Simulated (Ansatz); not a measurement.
Single-point calculation of SiO₂F (charge −1)

System: SiO₂F, charge −1.
Method: RKS PBE0-D4/def2-TZVPPD (Ansatz 0.2.0).

The geometry: a frame of the PBE0-D4/def2-SVPD trajectory. Figures and captions count atoms from 1; the log counts them from 0 in places.

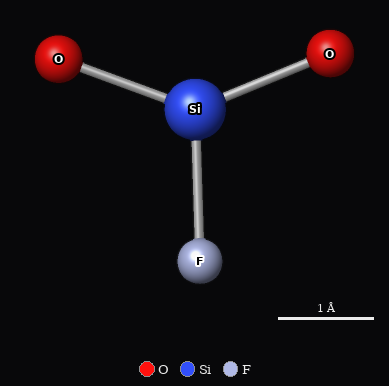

The input geometry (ball-and-stick view, seen on its broad side). Bond lengths as drawn: F–Si 1.60 Å and O–Si 1.53 to 1.54 Å.

Input
```yaml
crystal:
  periodic: [false, false, false]
  atoms:
    - {symbol: O, position_ang: [0.847014, 0.712957, 1.133321]}
    - {symbol: Si, position_ang: [0.083036, -0.078127, 0.053541]}
    - {symbol: O, position_ang: [-0.200184, -1.552212, -0.266658]}
    - {symbol: F, position_ang: [-0.739547, 0.911900, -0.899312]}
basis:
  gaussian: {orbitals: "def2-TZVPPD.json"}
total_charge: -1
hamiltonian: {xc: pbe0, dispersion: d4}
output: {forces: true, orbitals: {seedname: orbitals}}
```

Run as:
```bash
ansatz run in.yaml --threads 2 --pin off --events-out ev --progress --plain --max-ram 3481MiB
```

Output
```
Functional definition: PBE0
  name "PBE0"
  cite "Adamo & Barone, J. Chem. Phys. 110, 6158 (1999) doi:10.1063/1.478522"
  cite "Perdew, Burke & Ernzerhof, Phys. Rev. Lett. 77, 3865 (1996) doi:10.1103/PhysRevLett.77.3865"
  parent pbe
  parameter a = 0.25
  parameter kappa = 0.804
  parameter beta = 0.06672455060314922
  exchange = (1 - a)*pbe_x(kappa = kappa, mu = beta*pi^2/3) + a*exact_x
  correlation = pbe_c(beta = beta)
887 factors; their error is unknown
mean field evaluation 1: about -14681.2144 eV, gradient 5.5e1 eV
mean field evaluation 2: about -14659.8043 eV, gradient 1.2e2 eV
mean field evaluation 4: about -14686.5826 eV, gradient 1.4e0 eV
mean field evaluation 8: about -14686.6278 eV, gradient 1.4e-1 eV
mean field -14686.62780080 eV, -539.7236167255 hartree, gradient 3.7e-5 eV, S^2 0.000000; 0 other end points of the search recorded, 0 dependent functions left out
the calculation of the forces begins
reference -14686.62783592 eV, -539.7236180163 hartree; 20, 20 occupied and 148, 148 virtual orbitals, 887 factors
Total energy: -14686.69953926 eV, -539.7262530654 hartree
Atom 0 at     0.847014     0.712957     1.133321 Å, force     0.164822    -0.147293    -0.121195 eV/Å
Atom 1 at     0.083036    -0.078127     0.053541 Å, force     0.020970    -0.097007     0.863179 eV/Å
Atom 2 at    -0.200184    -1.552212    -0.266658 Å, force     0.152558    -0.215041    -0.122798 eV/Å
Atom 3 at    -0.739547     0.911900    -0.899312 Å, force    -0.338351     0.459341    -0.619187 eV/Å
Dipole moment:    -0.211283     0.300948    -0.352183 e Å
```

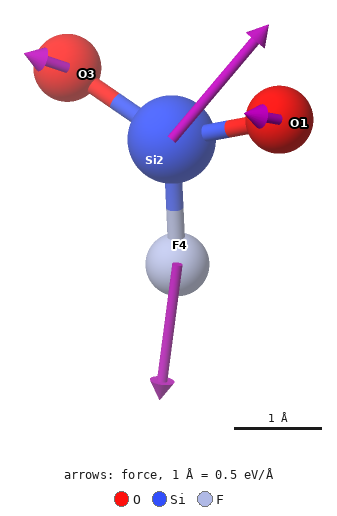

Forces on the atoms as pink arrows (ball-and-stick view, seen at a tilt; atoms are numbered from 1 in the order of the input). The largest act on Si2 (0.87 eV/Å); F4 (0.84 eV/Å); O3 (0.29 eV/Å). The geometry is not a stationary point of this energy.

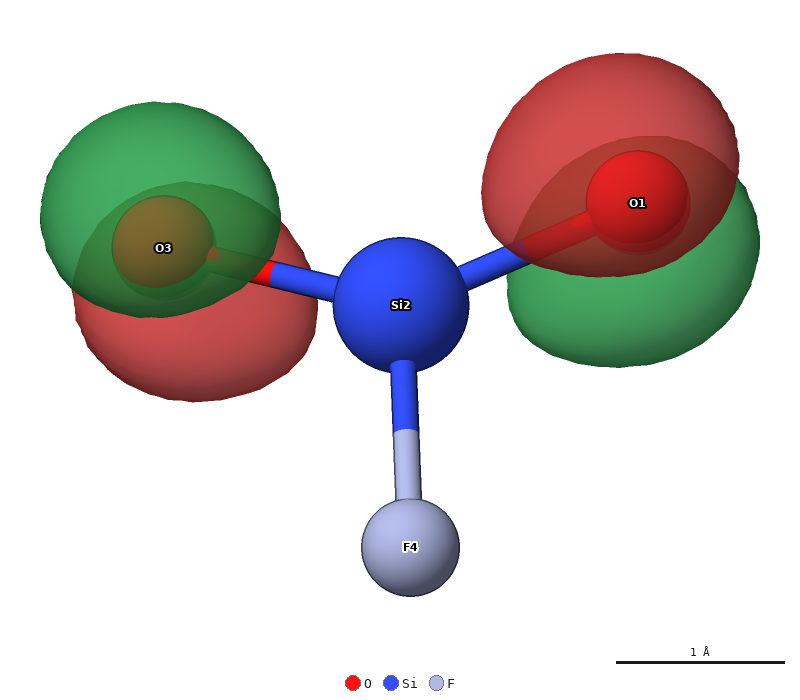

One frontier orbital at ±0.2 Å⁻³ᐟ² (green and red are the two phases), seen at a tilt. The HOMO−1, at −2.74 eV.

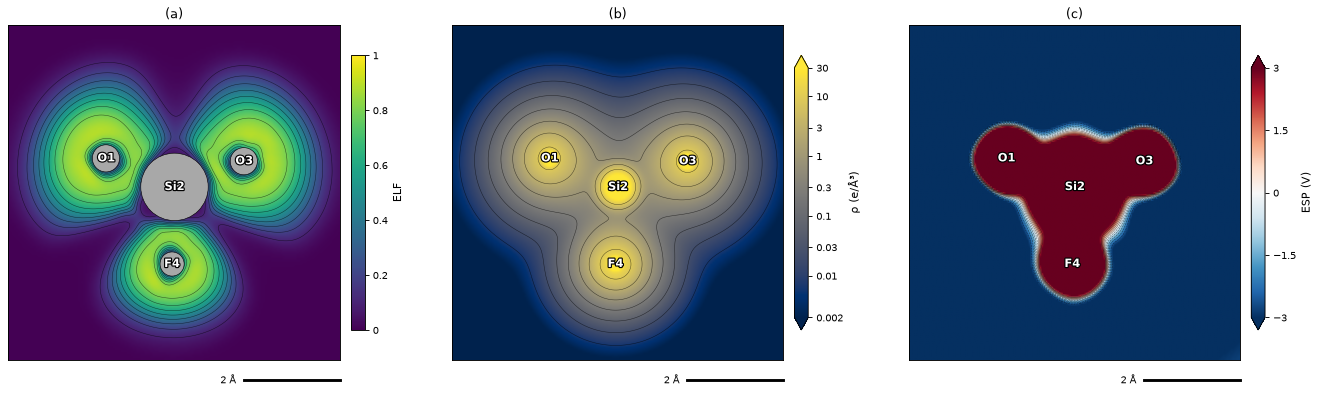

(a) ELF; (b) total electron density; (c) electrostatic potential on the molecular plane. Grey discs, where drawn, cover atomic cores. The section cuts through O, Si and F sites. Si–O (1.53 Å): ρ at the midpoint is about 1.5 e/Å³; the ELF peaks at about 0.85 between the atoms. Si–F (1.60 Å): ρ at the midpoint is about 1.1 e/Å³; the ELF peaks at about 0.85 between the atoms.

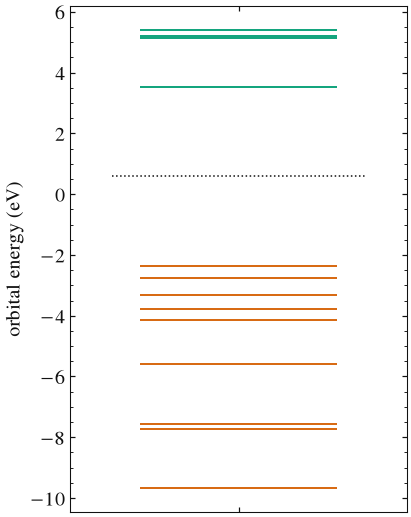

Orbital energies near the frontier; the dotted line parts filled from empty levels, and levels within 0.02 eV of each other stand side by side. Highest filled −2.36 eV, lowest empty 3.52 eV, 5.88 eV apart.

Summary

| quantity | value |
| --- | --- |
| outcome | converged |
| total energy | −14686.6995 eV |
| mean-field energy | −14686.6278 eV |
| dispersion energy | −0.0717 eV |
| SCF solution under orbital rotations | stable |
| HOMO | −2.36 eV |
| LUMO | 3.52 eV |
| largest force (length of the vector) | 0.869 eV/Å |
| hardware | 2 threads of Intel Xeon @ 2.50GHz, 180 GiB of memory available, shared host |
| wall time | 5.5 s (CPU time 9.9 s) |
| peak memory | 0.34 GiB |
